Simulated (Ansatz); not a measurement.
## Electronic structure of ClF₃H₂SW···H₂ in real space

The calculation's input:

```
crystal:
  periodic: [false, false, false]
  atoms:
    - { symbol: W, position_ang: [0.0, 0.0, 0.0] }
    - { symbol: H, position_ang: [0.0, 0.0, 2.07] }
    - { symbol: H, position_ang: [1.72, 0.0, 0.0] }
    - { symbol: F, position_ang: [0.0, 1.85, 0.0] }
    - { symbol: F, position_ang: [-1.85, 0.0, 0.0] }
    - { symbol: F, position_ang: [0.0, -1.85, 0.0] }
    - { symbol: Cl, position_ang: [0.0, 0.0, -2.39] }
    - { symbol: S, position_ang: [1.7875, 1.8621, 0.8577] }
    - { symbol: H, position_ang: [2.8002, 1.2341, 1.5926] }
    - { symbol: H, position_ang: [0.7102, 0.7399, 2.0854] }
basis:
  gaussian: { orbitals: def2-SVP }
hamiltonian:
  xc: pbe0
relax:
  f_tol: 0.15
  max_steps: 25
  restrain:
    - { distance: [0, 7], at: 2.42, k: 30.0 }
    - { distance: [9, 1], at: 0.66, k: 30.0 }
    - { distance: [0, 1], at: 2.92, k: 30.0 }
    - { distance: [9, 7], at: 2.6, k: 30.0 }
output:
  orbitals: {}
```

Launched as:

```sh
ansatz run input.yaml --threads 4 --pin off --max-ram 5120MiB --backend cpu --events-out ev --progress --plain --runs-dir out
```

The fields are those of the run's last geometry, not of the input's.

Core potentials replace the inner electrons of W; not at a stationary point (largest force 1.8 eV/Å).

Method: RKS PBE0/def2-SVP in Ansatz.

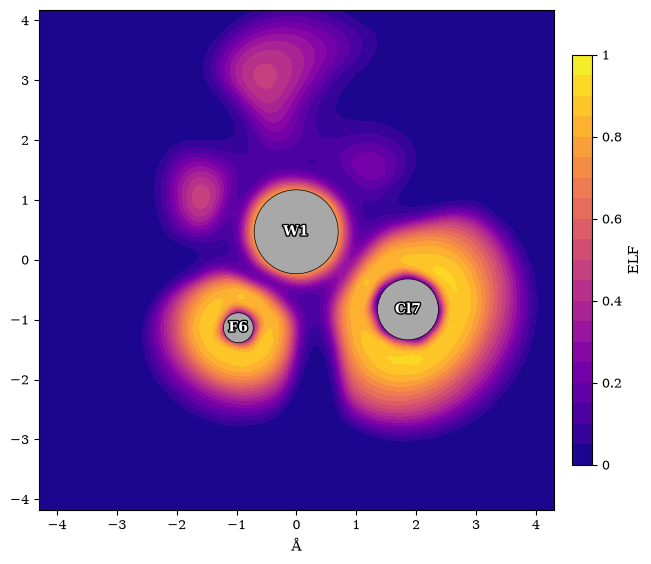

Figure 1. Electron localisation function on the plane of atoms F6, W1 and Cl7. Grey discs cover the atomic cores.

> Read the bonding off the picture.

The section cuts through W, F and Cl sites. W–F (1.87 Å): the ELF peaks at about 0.85 in the valence shell of F, 0.5 Å from its nucleus, and drops to about 0.20 between the two atoms. W–Cl (2.27 Å): the ELF peaks at about 0.85 in the valence shell of Cl, 0.8 Å from its nucleus, and is about 0.40 at the midpoint.

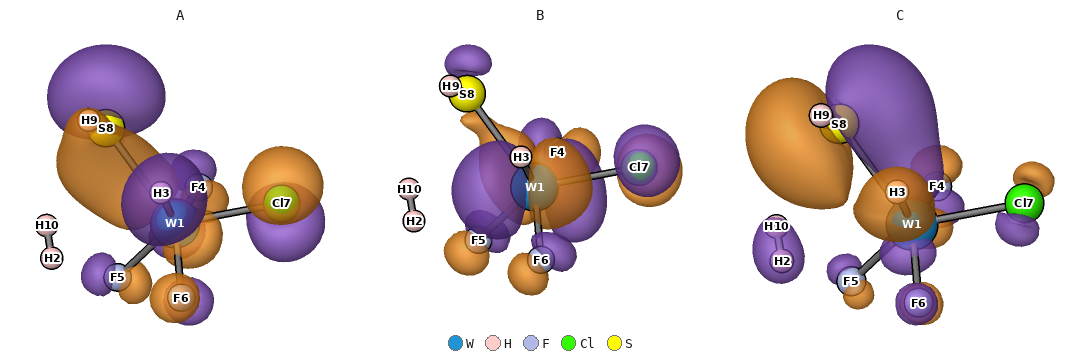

Figure 2. Three frontier orbitals at ±0.1 Å⁻³ᐟ² (orange and purple are the two phases), in no order.

> Order the three orbitals by energy and name them.

A is the HOMO−1 (−9.04 eV). Its weight (Hirshfeld) is mainly on S8 (about 40 %), W1 (about 20 %), Cl7 (about 15 %) and H3 (about 10 %). C is the HOMO (−8.54 eV). By Hirshfeld shares it lies mainly on S8 (about 70 %) and W1 (about 10 %); largely a lone pair of S8. B is the LUMO (−4.31 eV). By Hirshfeld shares it lies mainly on W1 (about 65 %), Cl7 (about 10 %) and F4 (about 10 %).

> What is the HOMO–LUMO gap?

4.23 eV between the orbital energies.

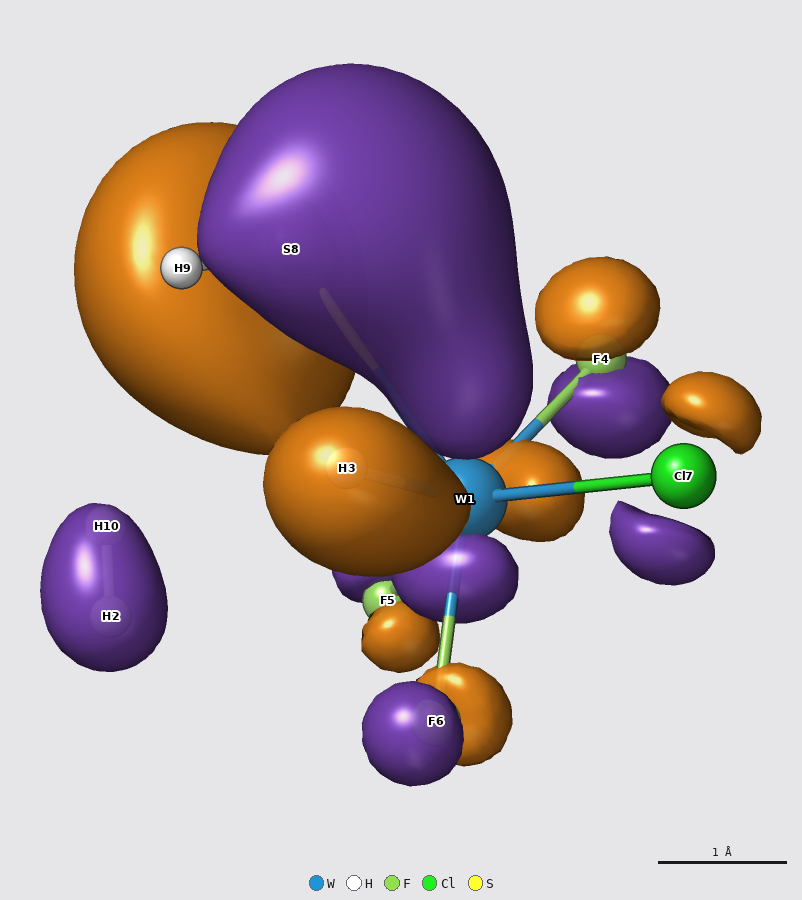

Figure 3. The HOMO at ±0.1 Å⁻³ᐟ² (orange and purple are the two phases), seen across its widest extent.

> What is the character of this orbital?

It lies mainly on S8 (about 70 %) and W1 (about 10 %); largely a lone pair of S8. Its energy is −8.54 eV.
